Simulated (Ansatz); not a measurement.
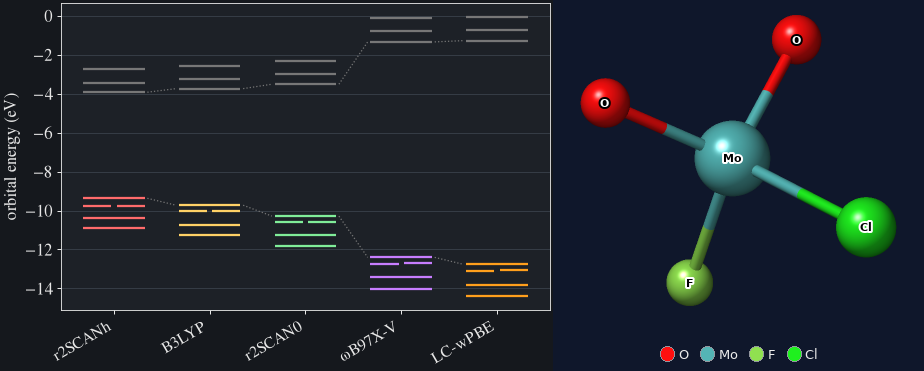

Frontier orbital energies of MoO₂ClF, SMILES [O]=[Mo](=[O])([F])[Cl], singlet at one geometry, def2-TZVPP, the Ansatz code, at a PBE0-D4/def2-TZVP geometry (a minimum by its frequencies). Empty levels are grey, levels within 0.1 eV stand side by side; all columns show the same few orbitals around the gap. Dotted lines join the HOMOs and the LUMOs.

> How do the frontier levels move from column to column?

The separation grows from 5.45 eV (r2SCANh) to 11.49 eV (LC-wPBE).

| level | HOMO (eV) | LUMO (eV) | separation (eV) |
| --- | --- | --- | --- |
| r2SCANh | −9.37 | −3.93 | 5.45 |
| B3LYP | −9.73 | −3.74 | 5.99 |
| r2SCAN0 | −10.29 | −3.52 | 6.77 |
| ωB97X-V | −12.41 | −1.34 | 11.06 |
| LC-wPBE | −12.76 | −1.28 | 11.49 |

Caveats, for all or some of the runs: core potentials past krypton; empty levels above zero depend strongly on the basis.
